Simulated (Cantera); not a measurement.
Input: 1 mol Fe2O3, 11 mol CO, 1.3 mol H2, equilibrated at 9.20 bar.

These are equilibrium values from Cantera (NASA tables, ideal gas, pure condensed phases), not measurements of a reactor. Candidate condensed phases: C, C6H6, C7H8, C8H18, Fe, Fe(CO)5, FeO, Fe(OH)2, Fe(OH)3, Fe2O3, Fe3O4, H2O; 114 gas species. Mutual solubility and eutectic melting of coexisting phases are not modelled. The tables' stoichiometric FeO is somewhat more stable than real wüstite, so its field is too wide. FeO: taken at fixed stoichiometry. The numbers say what is thermodynamically allowed, not how fast it happens.

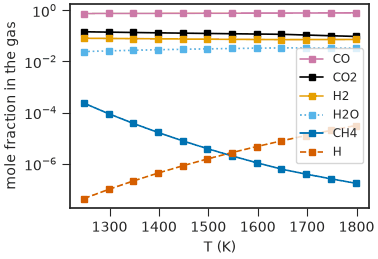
Figure. Equilibrium gas composition (values under 1e-9 drawn at 1e-9)

From 1248 K to 1648 K the condensed part is Fe(γ) + FeO(s). From 1698 K to 1798 K the condensed part is Fe(δ) + FeO(l). The main Fe-bearing gas is Fe(OH)2 throughout.
